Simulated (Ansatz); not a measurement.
**Run report: AlPH₅Cl, geometry relaxation**

System: AlPH₅Cl.
Method: RKS PBE/def2-SVP (Ansatz 0.2.0).

The input holds or restrains some coordinates. Forces given for the steps count only the free coordinates. It belongs to a series of runs on one base structure; here: pulled along the bonds that form and break, towards end B. Figures and captions count atoms from 1; the log counts them from 0 in places.

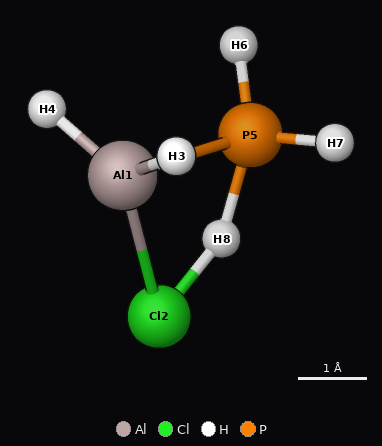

*The input geometry (ball-and-stick view, seen at a tilt; atoms are numbered from 1 in the order of the input). Sticks mark near contacts.*

Bond lengths as drawn: Al–Cl 2.58 Å, Al–H 1.56 Å, Al–P 2.58 Å, Cl–H 1.54 Å and H–P 1.42 to 1.61 Å.

The input
```yaml
crystal:
  periodic: [false, false, false]
  atoms:
    - { symbol: Al, position_ang: [0.0, 0.0, 0.0] }
    - { symbol: Cl, position_ang: [0.0, 0.0, 2.58] }
    - { symbol: H, position_ang: [1.351, 0.0, -0.78] }
    - { symbol: H, position_ang: [-1.351, 0.0, -0.78] }
    - { symbol: P, position_ang: [0.1078, -2.446, 0.8135] }
    - { symbol: H, position_ang: [-0.6605, -3.268, -0.0528] }
    - { symbol: H, position_ang: [1.4574, -2.8876, 0.8103] }
    - { symbol: H, position_ang: [0.0643, -1.4594, 2.0809] }
basis:
  gaussian: { orbitals: def2-SVP }
hamiltonian:
  xc: pbe
relax:
  f_tol: 0.15
  max_steps: 25
  restrain:
    - { distance: [0, 4], at: 2.28, k: 30.0 }
    - { distance: [7, 1], at: 1.37, k: 30.0 }
    - { distance: [0, 1], at: 3.43, k: 30.0 }
    - { distance: [7, 4], at: 2.62, k: 30.0 }
output:
  orbitals: {}
```

Run on 1 thread of Arm Neoverse V1, 24 GiB of memory available, shared host.

Launch command:
```bash
ansatz run input.yaml --threads 1 --pin off --max-ram 2048MiB --backend cpu --events-out ev --progress --plain --runs-dir out
```

The program's output
```
The last accepted step is kept in [file] (removed where the run ends without a failure and the disk answers)
Engine: ansatz 0.2.0, aarch64-unknown-linux-gnu
Functional definition: PBE
  parameter kappa = 0.804
  parameter beta = 0.06672455060314922
  exchange = pbe_x(kappa = kappa, mu = beta*pi^2/3)
  correlation = pbe_c(beta = beta)
885 factors; their error is unknown
mean field evaluation 1: about -28465.2226 eV, gradient 1.8e1 eV
mean field evaluation 2: about -28465.3734 eV, gradient 1.7e1 eV
mean field evaluation 4: about -28466.6171 eV, gradient 1.6e0 eV
mean field evaluation 8: about -28466.6272 eV, gradient 2.4e-2 eV
mean field evaluation 16: about -28466.5912 eV, gradient 5.2e-5 eV
mean field -28466.59124061 eV, -1046.1279327440 hartree, gradient 5.2e-5 eV, S^2 0.000000; 0 other end points of the search recorded, 0 dependent functions left out
the calculation of the forces begins
reference -28466.59127732 eV, -1046.1279340930 hartree; 25, 25 occupied and 54, 54 virtual orbitals, 885 factors
relax step   1: F+E_penalty+E_count = -28466.59124061 eV  Δ(F+E_penalty+E_count) = +0.000e0 eV  max|allowed force component| = 1.974e0 eV/Å  E_restraint = 28.04086408 eV  max|allowed force component, restraints' pulls added| = 2.734e1 eV/Å  Δτ_max = 0.0000 Å  (24 SCF iters, accepted)
  distance Al 0 - P 4 = 2.5800 Å
  distance H 7 - Cl 1 = 1.5437 Å
  distance Al 0 - Cl 1 = 2.5800 Å
  distance H 7 - P 4 = 1.6067 Å
these checks for a lower state are left out or cut short: starts, cluster_reference, orbital_swaps, neighbouring_geometries, increment
885 factors; their error is unknown
mean field -28466.36277433 eV, -1046.1195367629 hartree, gradient 1.2e-5 eV, S^2 0.000000; 0 other end points of the search recorded, 0 dependent functions left out
[... from here on the field's lines of each further geometry are left out, up to the last ...]
relax step   2: F+E_penalty+E_count = -28466.36277433 eV  Δ(F+E_penalty+E_count) = +2.285e-1 eV  max|allowed force component| = 2.612e0 eV/Å  E_restraint = 12.15601458 eV  max|allowed force component, restraints' pulls added| = 1.732e1 eV/Å  Δτ_max = 0.1948 Å  (31 SCF iters, accepted)
relax step   3: F+E_penalty+E_count = -28466.25588840 eV  Δ(F+E_penalty+E_count) = +1.069e-1 eV  max|allowed force component| = 2.748e0 eV/Å  E_restraint = 3.40987987 eV  max|allowed force component, restraints' pulls added| = 9.017e0 eV/Å  Δτ_max = 0.1947 Å  (31 SCF iters, accepted)
relax step   4: F+E_penalty+E_count = -28466.49546387 eV  Δ(F+E_penalty+E_count) = -2.396e-1 eV  max|allowed force component| = 1.309e0 eV/Å  E_restraint = 0.13885312 eV  max|allowed force component, restraints' pulls added| = 1.552e0 eV/Å  Δτ_max = 0.1946 Å  (31 SCF iters, accepted)
relax step   5: F+E_penalty+E_count = -28466.81322284 eV  Δ(F+E_penalty+E_count) = -3.178e-1 eV  max|allowed force component| = 1.286e0 eV/Å  E_restraint = 0.00353859 eV  max|allowed force component, restraints' pulls added| = 9.789e-1 eV/Å  Δτ_max = 0.1945 Å  (26 SCF iters, accepted)
relax step   6: F+E_penalty+E_count = -28467.02329717 eV  Δ(F+E_penalty+E_count) = -2.101e-1 eV  max|allowed force component| = 1.044e0 eV/Å  E_restraint = 0.00428578 eV  max|allowed force component, restraints' pulls added| = 7.179e-1 eV/Å  Δτ_max = 0.1999 Å  (29 SCF iters, accepted)
relax step   7: F+E_penalty+E_count = -28467.05977041 eV  Δ(F+E_penalty+E_count) = -3.647e-2 eV  max|allowed force component| = 1.129e0 eV/Å  E_restraint = 0.00577651 eV  max|allowed force component, restraints' pulls added| = 9.303e-1 eV/Å  Δτ_max = 0.1837 Å  (25 SCF iters, accepted)
relax step   8: F+E_penalty+E_count = -28467.10567149 eV  Δ(F+E_penalty+E_count) = -4.590e-2 eV  max|allowed force component| = 7.676e-1 eV/Å  E_restraint = 0.01785484 eV  max|allowed force component, restraints' pulls added| = 1.641e-1 eV/Å  Δτ_max = 0.1998 Å  (25 SCF iters, accepted)
relax step   9: F+E_penalty+E_count = -28467.09942380 eV  Δ(F+E_penalty+E_count) = +6.248e-3 eV  max|allowed force component| = 9.369e-1 eV/Å  E_restraint = 0.01377863 eV  max|allowed force component, restraints' pulls added| = 2.784e-1 eV/Å  Δτ_max = 0.2000 Å  (26 SCF iters, rejected (line search))
the calculation of the forces begins
reference -28467.11739894 eV, -1046.1472687058 hartree; 25, 25 occupied and 54, 54 virtual orbitals, 885 factors
relax step  10: F+E_penalty+E_count = -28467.11735987 eV  Δ(F+E_penalty+E_count) = -1.169e-2 eV  max|allowed force component| = 8.250e-1 eV/Å  E_restraint = 0.01714841 eV  max|allowed force component, restraints' pulls added| = 1.630e-2 eV/Å  Δτ_max = 0.1000 Å  (25 SCF iters, accepted)
  distance Al 0 - P 4 = 2.3001 Å
  distance H 7 - Cl 1 = 1.3436 Å
  distance Al 0 - Cl 1 = 3.4239 Å
  distance H 7 - P 4 = 2.6177 Å
885 factors; their error is unknown
mean field evaluation 96: about -28467.1174 eV, gradient 5.2e-4 eV
```

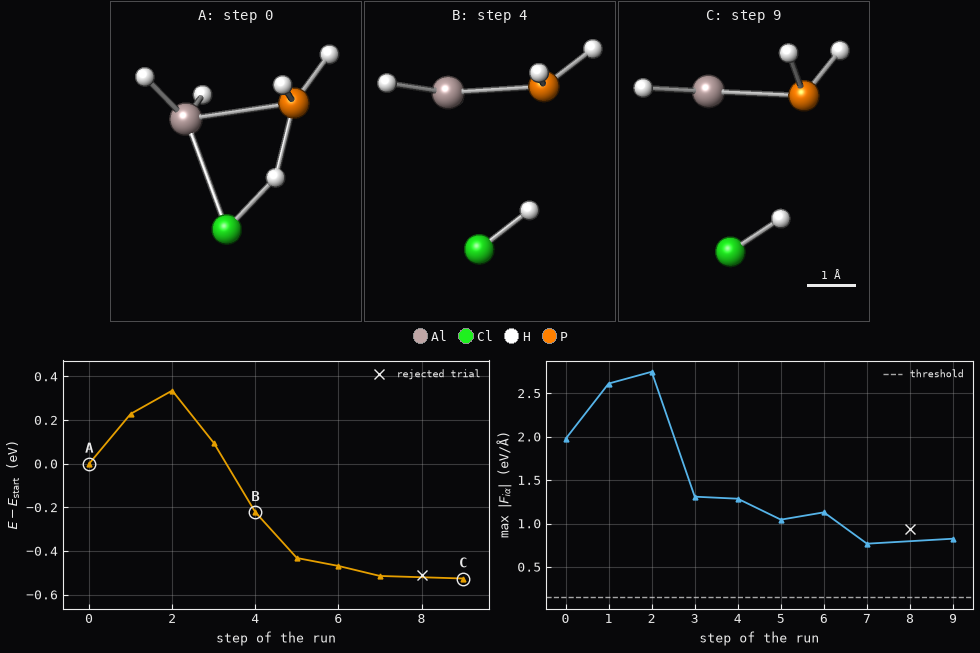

*Frames of the restrained relaxation (ball-and-stick view, seen at a tilt) above the curves, on which the letters mark them (the first geometry is step 0 here and step 1 in the log).*

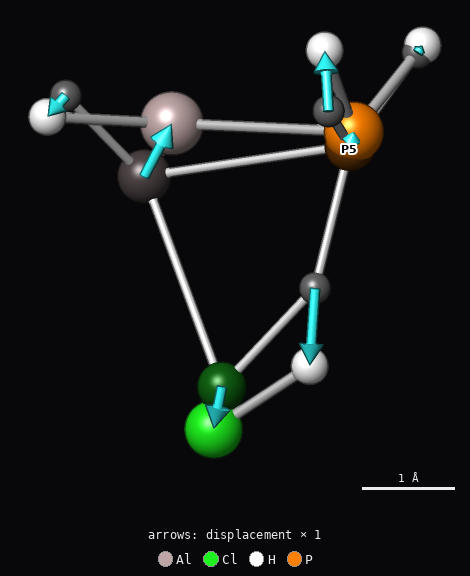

*Start (faint) and end (solid) with the displacements as teal arrows, at true length (ball-and-stick view, seen at a tilt). The two geometries are laid on each other by the best rigid fit.*

After 9 geometry steps the energy has fallen by 0.526 eV. The largest force component goes from 2 to 0.83 eV/Å. The line search rejected the trial step at point 8 (counted from 0) and went back. The atom that moves furthest after the best rigid fit is H8 (0.86 Å). Largest moves by element: H 0.86 Å, Al 0.68 Å, Cl 0.48 Å, P 0.19 Å. Among the contacts that change: P5–H8 1.607 → 2.618 Å, Al1–Cl2 2.580 → 3.424 Å, Al1–P5 2.580 → 2.300 Å, Cl2–H8 1.544 → 1.344 Å. Bonds break: Al1–Cl2 (2.58 → 3.42 Å), P5–H8 (1.61 → 2.62 Å). Among the angles that change: H3–Al1–P5 97.0° → 119.0°, H4–Al1–P5 101.2° → 118.3°, H6–P5–H7 109.4° → 96.7°. (Atoms are counted from 1 in the order of the input.)

```
mean field -28467.11735987 eV, -1046.1472672702 hartree, gradient 1.1e-5 eV, S^2 0.000000; 1 other end points of the search recorded, 0 dependent functions left out
the calculation of the forces begins
reference -28467.11739894 eV, -1046.1472687058 hartree; 25, 25 occupied and 54, 54 virtual orbitals, 885 factors
Total energy: -28467.11739894 eV, -1046.1472687058 hartree
Atom 0 at     0.094717    -0.553541    -0.362567 Å, force    -0.025310     0.566977    -0.114829 eV/Å
Atom 1 at    -0.090504     0.294411     2.949464 Å, force     0.015875    -0.825004    -0.265896 eV/Å
Atom 2 at     1.448668     0.254997    -0.622360 Å, force     0.006789    -0.001669     0.003039 eV/Å
Atom 3 at    -1.336114    -0.017855    -0.833177 Å, force    -0.009605     0.000612     0.012908 eV/Å
Atom 4 at     0.197487    -2.584085     0.712924 Å, force     0.014161    -0.498234     0.330490 eV/Å
Atom 5 at    -0.701226    -3.332239    -0.120942 Å, force    -0.000249     0.016301     0.009917 eV/Å
Atom 6 at     1.414294    -3.080889     0.136033 Å, force     0.004442     0.003669    -0.002648 eV/Å
Atom 7 at    -0.058322    -1.041798     2.812525 Å, force    -0.006105     0.737348     0.027019 eV/Å
Dipole moment:     0.029298    -0.287360    -0.130111 e Å
```

Trajectory as extended XYZ (Å, eV, eV/Å), 10 frames, from step=1 to step=10
```
8
Properties=species:S:1:pos:R:3:forces:R:3 step=1 energy=-28466.59124
Al    0.0000    0.0000    0.0000    0.2788  -1.9743   0.8081
Cl    0.0000    0.0000    2.5800    0.1282   1.4838  -0.5273
H     1.3510    0.0000   -0.7800    0.6265   0.7566   0.0636
H    -1.3510    0.0000   -0.7800   -0.6500   0.5227   0.1358
P     0.1078   -2.4460    0.8135    0.3129   0.8514  -0.5227
H    -0.6605   -3.2680   -0.0528    0.0127  -0.4353   0.2201
H     1.4574   -2.8876    0.8103    0.0159  -0.2961  -0.4178
H     0.0643   -1.4594    2.0809   -0.7250  -0.9088   0.2403
8
Properties=species:S:1:pos:R:3:forces:R:3 step=2 energy=-28466.36277
Al    0.0052   -0.0934   -0.1344    0.1747  -2.1286   1.0660
Cl    0.0017    0.0102    2.7535    0.1321   0.2931  -0.7620
H     1.3676    0.0080   -0.7870    1.1817   0.9034  -0.2358
H    -1.3664    0.0051   -0.7854   -1.0790   0.5957  -0.1348
P     0.1214   -2.4621    0.6548    0.5319   2.6120   1.7692
H    -0.6722   -3.2898   -0.0687   -0.6059  -1.4141  -0.8703
H     1.4615   -2.8946    0.8017    0.0945  -0.4663  -0.6111
H     0.0503   -1.3445    2.2375   -0.4299  -0.3952  -0.2212
8
Properties=species:S:1:pos:R:3:forces:R:3 step=3 energy=-28466.25589
Al    0.0105   -0.1966   -0.2507    0.0625  -2.0048   0.7238
Cl    0.0028    0.0261    2.8894    0.0890   0.1332  -0.3840
H     1.3912    0.0245   -0.7932    1.3411   0.9954  -0.2455
H    -1.3869    0.0158   -0.7894   -1.1386   0.6077  -0.2025
P     0.1381   -2.4589    0.5103    0.9687   2.7477   1.9393
H    -0.6858   -3.3198   -0.0905   -0.9798  -1.8616  -1.0135
H     1.4622   -2.9032    0.7895   -0.1184  -0.4595  -0.5983
H     0.0369   -1.2489    2.4066   -0.2245  -0.1582  -0.2192
8
Properties=species:S:1:pos:R:3:forces:R:3 step=4 energy=-28466.49546
Al    0.0185   -0.3159   -0.3707    0.0936  -0.8381  -0.0088
Cl    0.0048    0.0796    2.9953    0.0471  -0.1018  -0.1873
H     1.4462    0.0893   -0.7931    0.5837   0.7539   0.0196
H    -1.4294    0.0507   -0.7926   -0.4757   0.3797  -0.0721
P     0.1600   -2.4526    0.3900    0.6244   1.2759   1.3091
H    -0.7021   -3.3880   -0.1032   -0.5372  -1.2362  -0.3884
H     1.4555   -2.9329    0.7549   -0.2317  -0.3511  -0.5053
H     0.0156   -1.1913    2.5913   -0.1042   0.1176  -0.1668
8
Properties=species:S:1:pos:R:3:forces:R:3 step=5 energy=-28466.81322
Al    0.0445   -0.3936   -0.4244    0.1925  -0.0726  -0.2109
Cl    0.0208    0.1748    2.9652   -0.0421  -0.9766  -0.3495
H     1.4750    0.2500   -0.7338   -0.1282   0.1701   0.1285
H    -1.4228    0.1026   -0.7816   -0.0053   0.1126   0.0095
P     0.1265   -2.4994    0.4503    0.6574   0.4304   1.2856
H    -0.6818   -3.5009   -0.0732   -0.2726  -0.5844  -0.4377
H     1.4602   -3.0367    0.5905   -0.4271  -0.0052  -0.4091
H    -0.0533   -1.1579    2.6788    0.0255   0.9257  -0.0164
8
Properties=species:S:1:pos:R:3:forces:R:3 step=6 energy=-28467.02330
Al    0.0670   -0.5167   -0.4066    0.1067   0.6059  -0.1274
Cl    0.0396    0.2893    2.9346   -0.0917  -1.0443  -0.3643
H     1.4375    0.3106   -0.5963   -0.1596  -0.1232   0.0093
H    -1.3847    0.0539   -0.7572    0.0245  -0.0110  -0.0465
P     0.1003   -2.5791    0.5834    0.6085  -0.2898   0.8528
H    -0.6698   -3.4911   -0.1794   -0.0451  -0.1339  -0.2854
H     1.4524   -3.0862    0.3970   -0.5163   0.0985  -0.1409
H    -0.0733   -1.0418    2.6963    0.0731   0.8978   0.1024
8
Properties=species:S:1:pos:R:3:forces:R:3 step=7 energy=-28467.05977
Al    0.0752   -0.5357   -0.4401    0.0642   0.6385   0.0353
Cl    0.0656    0.2308    2.8994   -0.1685  -1.1288  -0.1302
H     1.4264    0.3046   -0.6666   -0.0846  -0.0981  -0.0281
H    -1.3699    0.0227   -0.8369    0.0064  -0.0212  -0.0593
P     0.1071   -2.5432    0.6755    0.4201  -0.5665   0.4311
H    -0.6684   -3.3848   -0.1867    0.0919  -0.0447  -0.0907
H     1.4459   -3.0371    0.3687   -0.4977   0.0965  -0.0394
H    -0.1128   -1.1183    2.8585    0.1684   1.1242  -0.1186
8
Properties=species:S:1:pos:R:3:forces:R:3 step=8 energy=-28467.10567
Al    0.0783   -0.5391   -0.3437    0.0109   0.4966  -0.2788
Cl    0.0045    0.2861    2.9795   -0.1063  -0.7676  -0.3163
H     1.4248    0.2736   -0.6151    0.0384   0.0126   0.0534
H    -1.3355   -0.0245   -0.8801   -0.0535   0.0151   0.0798
P     0.1810   -2.5852    0.7001   -0.0186  -0.5125   0.4076
H    -0.6951   -3.3650   -0.1320    0.0533   0.0768  -0.0004
H     1.4257   -3.0698    0.1726   -0.0377   0.0214  -0.0135
H    -0.1147   -1.0371    2.7907    0.1135   0.6574   0.0682
8
Properties=species:S:1:pos:R:3:forces:R:3 step=9 energy=-28467.09942 accepted=F
Al    0.1162   -0.5711   -0.3838   -0.1682   0.6475   0.0541
Cl   -0.1776    0.2911    2.9159    0.1566  -0.9369  -0.2139
H     1.4728    0.2001   -0.7244    0.0205  -0.0023  -0.0255
H    -1.3388    0.0286   -0.6873    0.0566  -0.0284  -0.0931
P     0.1747   -2.5888    0.7184    0.0821  -0.4467   0.2977
H    -0.6737   -3.3148   -0.1835   -0.0125  -0.0424   0.0103
H     1.4246   -3.0602    0.1943    0.0036  -0.0639  -0.0269
H    -0.0292   -1.0458    2.8225   -0.1386   0.8730  -0.0027
8
Properties=species:S:1:pos:R:3:forces:R:3 step=10 energy=-28467.11736
Al    0.0947   -0.5535   -0.3626   -0.0253   0.5670  -0.1148
Cl   -0.0905    0.2944    2.9495    0.0159  -0.8250  -0.2659
H     1.4487    0.2550   -0.6224    0.0068  -0.0017   0.0030
H    -1.3361   -0.0179   -0.8332   -0.0096   0.0006   0.0129
P     0.1975   -2.5841    0.7129    0.0142  -0.4982   0.3305
H    -0.7012   -3.3322   -0.1209   -0.0002   0.0163   0.0099
H     1.4143   -3.0809    0.1360    0.0044   0.0037  -0.0026
H    -0.0583   -1.0418    2.8125   -0.0061   0.7373   0.0270
```

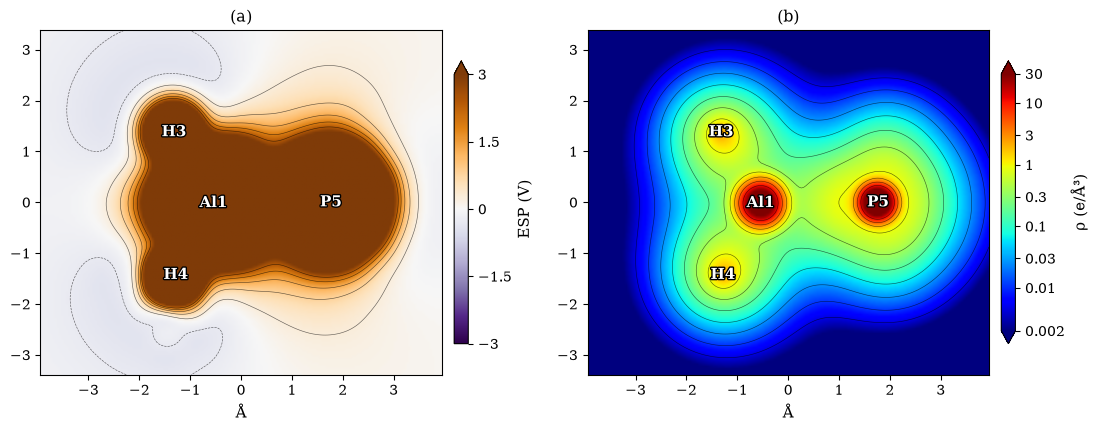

*(a) molecular electrostatic potential; (b) electron density on the plane of atoms H3, Al1 and H4.*

Al–P (2.30 Å): ρ is about 0.6 e/Å³ halfway. Al–H (1.60 Å): ρ at the midpoint is about 0.53 e/Å³.

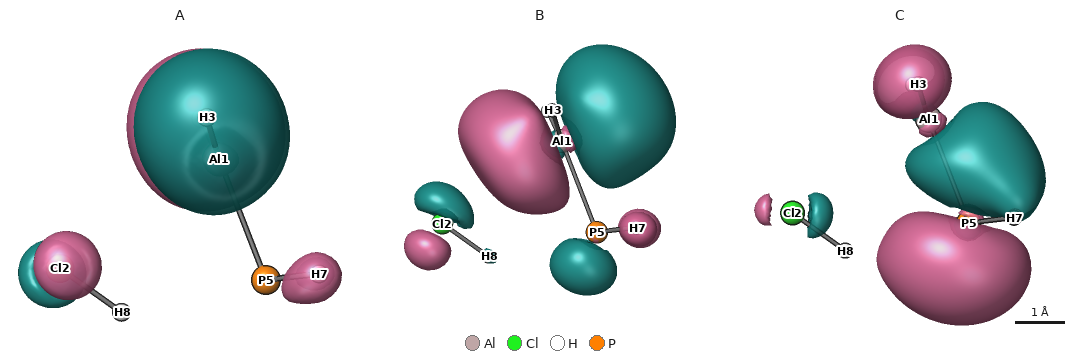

*Three frontier orbitals at ±0.08 Å⁻³ᐟ² (teal and pink are the two phases).*

A is the HOMO−1 (−7.25 eV). It lies mainly on Al1 (35 %), H4 (30 %) and H3 (30 %). C is the HOMO (−6.27 eV). B is the LUMO (−2.17 eV). Its weight (Hirshfeld) is mainly on Al1 (70 %) and P5 (10 %). The HOMO–LUMO gap is 4.10 eV between the orbital energies.

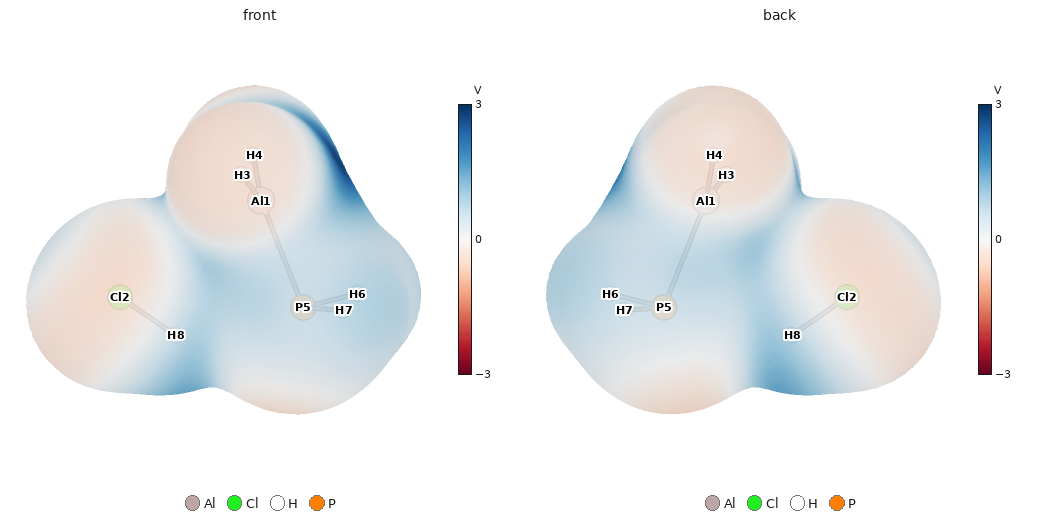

*The electrostatic potential painted on the density surface at 0.002 e/bohr³, seen face on and from behind; red is negative and blue positive.*

Summary

- outcome: converged under the restraints of the input
- total energy: −28467.1174 eV
- mean-field energy: −28467.1174 eV
- largest force (length of the vector) at the end, held atoms and coordinates included: 0.867 eV/Å
- wall time: 26 s
- peak memory: 0.14 GiB
